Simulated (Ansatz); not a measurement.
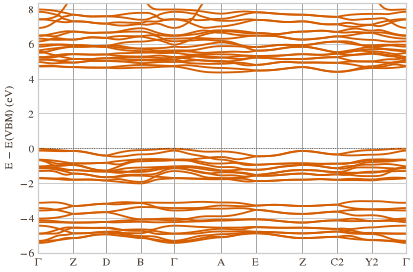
Figure: Band structure from PBE (plane waves, PAW; program Ansatz)

The gap is 4.35 eV; an edge lies off the plotted path or next to a special point (maximum off the standard path, minimum at A).

The material is ScOF in space group P2_1 (No. 4; Pearson symbol mP12).

The start of the workflow was typed in or built on a structure type; neither database checked (COD, Materials Project) lists it. Its standing as an ambient phase is unchecked. Symmetry was held in the PBE relaxation; whether a distortion lowers the energy is not shown. No spin polarisation was allowed.

Potentials: the earlier of the program's two PAW sets.
